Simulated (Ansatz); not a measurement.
# BH4NS2 (SMILES NB(S)S): what the fields show

The calculation's input:

```
crystal:
  periodic: [false, false, false]
  atoms:
    - { symbol: "N", position_ang: [-0.684, 1.0536, -0.305] }
    - { symbol: B, position_ang: [-0.0489, -0.221, 0.0074] }
    - { symbol: S, position_ang: [1.7373, -0.2412, 0.4945] }
    - { symbol: S, position_ang: [-0.9374, -1.8182, -0.0934] }
    - { symbol: H, position_ang: [-0.1882, 1.5375, -1.1078] }
    - { symbol: H, position_ang: [-0.6336, 1.7275, 0.5217] }
    - { symbol: H, position_ang: [2.2139, -0.3805, -0.8243] }
    - { symbol: H, position_ang: [-0.55088, -1.99868, -1.44276] }
basis:
  gaussian: { orbitals: def2-SVP }
hamiltonian:
  xc: { name: BHLYP }
  dispersion: d4
relax:
  f_tol: 0.015
  max_steps: 40
output:
  orbitals: {}
```

Launched as:

```sh
ansatz run input.yaml --threads 1 --pin off --max-ram 2048MiB --backend cpu --events-out ev --progress --plain --runs-dir out
```

The fields are those of the run's last geometry, not of the input's.

All numbers below come from Ansatz 0.2.0, RKS BHLYP-D4/def2-SVP.

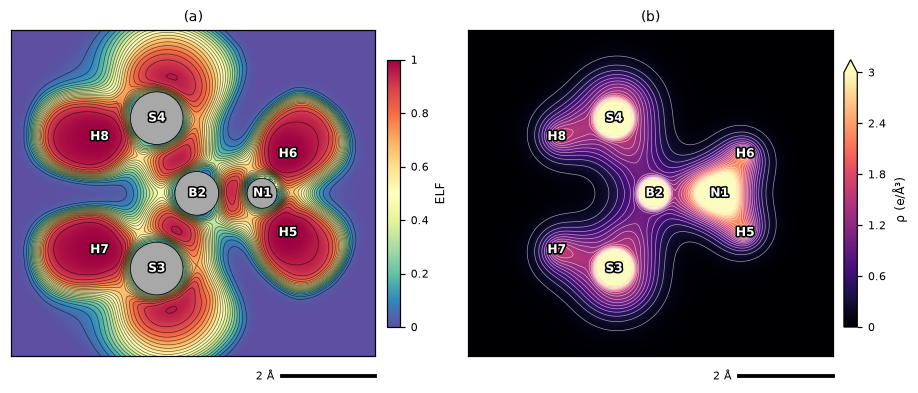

Figure 1. (a) ELF; (b) electron density on the plane of atoms H5, N1 and H6. Grey discs cover the atomic cores in the ELF map.

Interpret the plot.

Answer. The section cuts through N, B, S and H sites.
B–N (1.39 Å): the density is about 2 e/Å³ at the midpoint; the ELF peaks at about 0.95 between the atoms, as expected for a polar covalent bond.
B–S (1.83 Å): ρ is about 1.2 e/Å³ halfway; the ELF peaks at about 0.95 between the atoms: a covalent bond.
N–H (1.00 Å): ρ is about 2.9 e/Å³ halfway; the ELF climbs to about 1 towards the hydrogen, as it does in any bond to H (a covalent bond by its length).
S–H (1.34 Å): ρ at the midpoint is about 1.4 e/Å³; the ELF climbs to about 1 towards the hydrogen.
The ELF also peaks beside S3 and S4, away from the bonds: lone-pair regions.

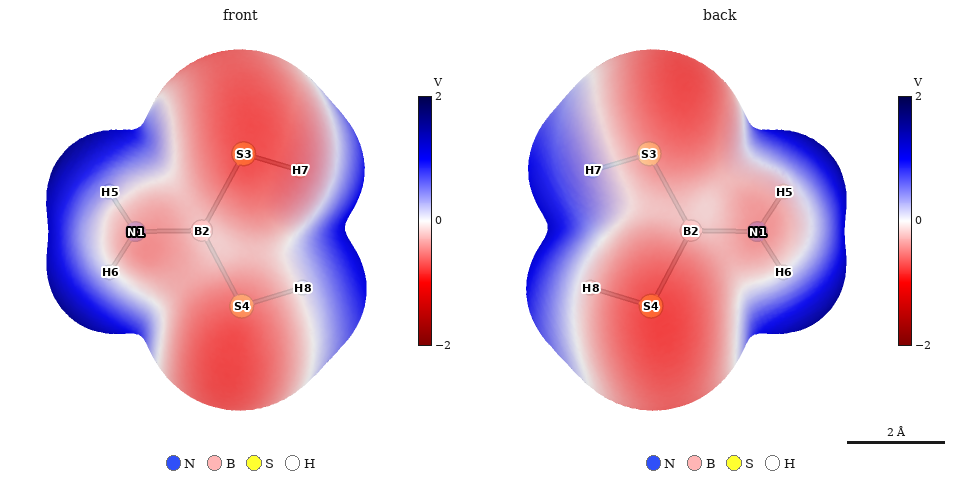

Figure 2. The molecular electrostatic potential painted on the density surface at 0.001 e/bohr³, seen from the front and from behind; red is negative and blue positive.

Which sites attract a positive test charge, and which a negative one?

Answer. A positive charge is drawn to the negative regions and a negative charge to the positive ones. The most negative region (about −0.8 V, or −18 kcal/mol for a unit charge) lies over S3 and S4, the most positive (about +1.5 V, or +35 kcal/mol for a unit charge) over H5 and H6.

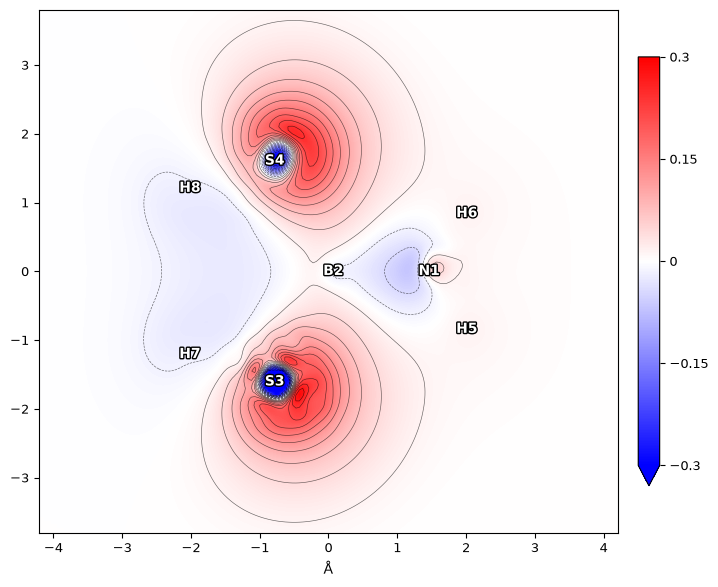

Figure 3. The HOMO on the plane of atoms B2, N1 and H5 (values in Å⁻³ᐟ²; the overall sign is arbitrary).

What is the character of this orbital?

Answer. By Hirshfeld shares it lies mainly on S3 (about 45 %) and S4 (about 45 %); largely a combination of lone pairs on S3 and S4. Its energy is −8.11 eV.
